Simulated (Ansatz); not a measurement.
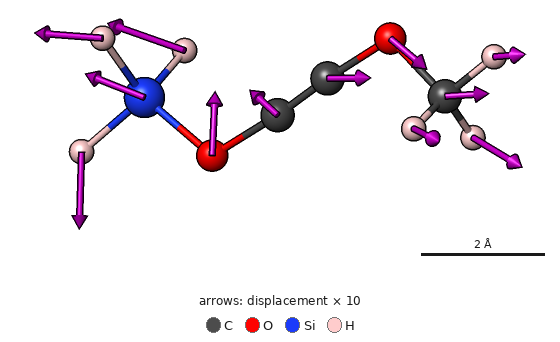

A relaxation of C₃H₆O₂Si. The starting structure is drawn; purple arrows show the displacements, magnified 10 times. The two geometries are superimposed by the best rigid fit.

A ball-and-stick model, seen at a tilt.

The run prepares an end point of a later path (hydrogen shift) calculation, from a guessed geometry.

Method: Ansatz 0.2.0, RKS BLYP-D4/def2-SVP.

The input:
```yaml
crystal:
  periodic: [false, false, false]
  atoms:
    - { symbol: C, position_ang: [2.7739, 0.2271, 0.9436] }
    - { symbol: O, position_ang: [1.413, 0.7095, 1.2676] }
    - { symbol: C, position_ang: [0.4907, 0.2204, 0.3983] }
    - { symbol: C, position_ang: [-0.2178, -0.2098, -0.3579] }
    - { symbol: O, position_ang: [-1.173, -0.7261, -1.2329] }
    - { symbol: Si, position_ang: [-2.7643, -0.2852, -0.9676] }
    - { symbol: H, position_ang: [3.0377, 0.6232, -0.063] }
    - { symbol: H, position_ang: [2.8356, -0.803, 0.98] }
    - { symbol: H, position_ang: [3.4299, 0.7147, 1.6985] }
    - { symbol: H, position_ang: [-2.9276, 1.1741, -1.031] }
    - { symbol: H, position_ang: [-3.2286, -0.7718, 0.3886] }
    - { symbol: H, position_ang: [-3.5924, -0.9281, -1.9901] }
basis:
  gaussian: { orbitals: def2-SVP }
hamiltonian:
  xc: blyp
  dispersion: d4
relax:
  f_tol: 0.02
  max_steps: 50
```

Run as
```bash
ansatz run input.yaml --threads 2 --pin off --max-ram 3072MiB --backend cpu --events-out ev --progress --plain --runs-dir out
```

**Atoms of which element are displaced furthest, and by how much?**

Hydrogen: up to 0.17 Å, against 0.12 Å for silicon.

**Describe the change and its energy.**

The energy falls by 0.906 eV in 8 geometry steps. Largest force component: 10 eV/Å at the start, 0.0023 eV/Å at the end. The atom that moves furthest after the best rigid fit is H10 (0.17 Å). By element the largest moves are H 0.17 Å, Si 0.12 Å, O 0.11 Å, C 0.08 Å. Some distances before and after: C3–C4 1.122 → 1.221 Å, C1–H8 1.033 → 1.111 Å, C4–O5 1.394 → 1.324 Å, O5–Si6 1.672 → 1.715 Å. Among the angles between lasting bonds that change: C4–O5–Si6 117.0° → 122.4°, O5–Si6–H12 108.2° → 104.3°, C1–O2–C3 111.5° → 115.1°. The run took 9 s on 2 threads of AMD EPYC 9R45 96-Core Processor (Zen 5), on a shared host, peak memory 0.17 GiB.
